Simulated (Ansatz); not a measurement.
System: H₅InNSi (SMILES N[SiH2][InH]) (doublet).

The calculation's input:

```
basis:
  gaussian:
    orbitals: def2-TZVPD
crystal:
  periodic: [false, false, false]
  atoms:
    - {symbol: In, position_ang: [-0.417056, 1.680740, 2.426506]}
    - {symbol: N, position_ang: [-1.776951, 3.152516, -0.582597]}
    - {symbol: Si, position_ang: [-1.848273, 1.606565, 0.211774]}
    - {symbol: H, position_ang: [-2.500581, 3.415467, -1.243979]}
    - {symbol: H, position_ang: [-0.880018, 3.537387, -0.856033]}
    - {symbol: H, position_ang: [-3.290609, 1.376631, 0.538710]}
    - {symbol: H, position_ang: [-1.416541, 0.409757, -0.601783]}
    - {symbol: H, position_ang: [1.064379, 2.659988, 2.483609]}
magnetization:
  spin_polarized: true
  initial_magnetization: 1
hamiltonian:
  xc: {name: PBE0}
output: {forces: true, orbitals: {seedname: orbitals}}
```

Run with:

```sh
ansatz run input.yaml --threads 2 --pin off --max-ram 4350MiB --events-out events.jsonl --progress --plain --runs-dir runs
```

Geometry: PBE0-D3(BJ)/def2-SVP; core potentials replace the inner electrons of In.

These are results of isolated molecule in a Gaussian basis; Kohn-Sham density functional theory, functional PBE0 in Ansatz, not measurements.

Q: Predict the electron density, electron localisation function and spin density between the atoms.

A: Si–N (1.74 Å): ρ at the midpoint is about 1.1 e/Å³; the ELF peaks at about 0.90 between the atoms; a shared but strongly polarised pair.
In–Si (2.64 Å): the density is about 0.43 e/Å³ at the midpoint; the ELF peaks at about 0.95 between the atoms, as expected for localised, covalent bonding.
The unpaired spin (1 electron) lies mostly on In1 (about 0.7), Si3 (about 0.2) and H8 (about 0.1), in electrons by Hirshfeld's partition.

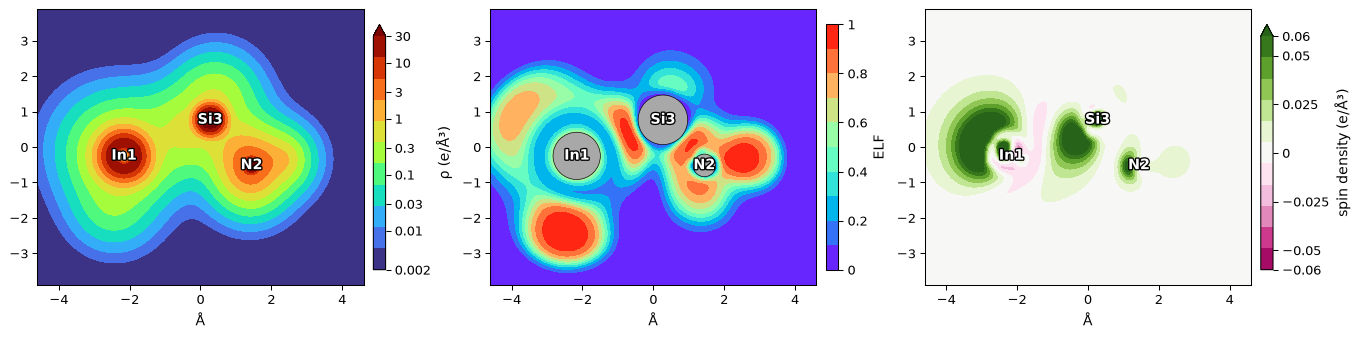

Computed electron density, electron localisation function and spin density on the plane of atoms In1, Si3 and N2, in this order. Grey discs cover the atomic cores in the ELF map. 
